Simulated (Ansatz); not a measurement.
System: BrH$_{4}$NSi$_{2}$ (SMILES [SiH]N[SiH2]Br).

Input file:

```
crystal:
  periodic: [false, false, false]
  atoms:
    - {symbol: Br, position_ang: [-0.009058, 0.301646, 0.192368]}
    - {symbol: N, position_ang: [0.482269, 2.451772, -2.244438]}
    - {symbol: Si, position_ang: [-0.701980, 3.190167, -3.293370]}
    - {symbol: Si, position_ang: [0.369996, 2.386472, -0.505493]}
    - {symbol: H, position_ang: [0.047391, 2.842877, -4.591605]}
    - {symbol: H, position_ang: [1.293617, 1.988856, -2.652464]}
    - {symbol: H, position_ang: [-0.776509, 3.240597, -0.105476]}
    - {symbol: H, position_ang: [1.649039, 2.808413, 0.125773]}
basis:
  gaussian: {orbitals: def2-TZVPD}
hamiltonian: {xc: {name: PBE0}}
output: {forces: true, orbitals: {seedname: orbitals}}
```

Run with:

```sh
ansatz run input.yaml --threads 2 --pin off --max-ram 4350MiB --events-out events.jsonl --progress --plain --runs-dir runs
```

Geometry: PBE0-D3(BJ)/def2-SVP.

These are results of Ansatz, isolated molecule in a Gaussian basis; Kohn-Sham density functional theory, functional PBE0, not measurements.

> What can the converged electron density and electron localisation function tell about the bonding?

Si–N (1.74 Å): ρ is about 1.1 e/Å³ halfway; the ELF peaks at about 0.90 between the atoms, as expected for a polar covalent bond.
N–H (1.02 Å): the density is about 2.8 e/Å³ at the midpoint; the ELF climbs to about 1 towards the hydrogen, as it does in any bond to H; an ordinary covalent bond to hydrogen.
Si–H (1.48 Å): ρ is about 0.83 e/Å³ halfway; the ELF climbs to about 1 towards the hydrogen.

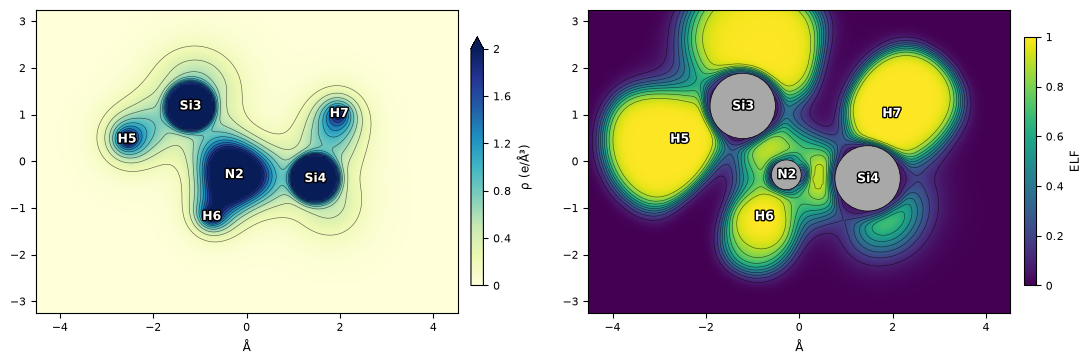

Computed electron density and electron localisation function on the plane of atoms Si3, N2 and H6, in this order. Grey discs cover the atomic cores in the ELF map. 
